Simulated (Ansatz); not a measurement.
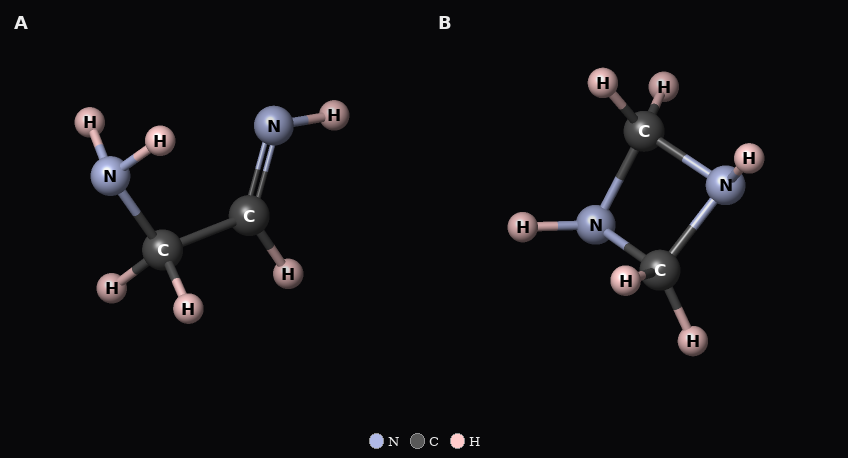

2 stationary structures of one formula. Geometries: PBE-D4/def2-SVP. Electronic energies: PBE-D4/def2-SVP (Ansatz 0.2.0), without zero-point energy. No frequency run is at hand to confirm each as a minimum. Each is one conformer, not always the lowest.

Question: Rank them by energy, lowest first.

Answer: A is lowest; B lies 20.5 kcal/mol above it. A is `[H]/N=C/CN`, B is `C1NCN1`.
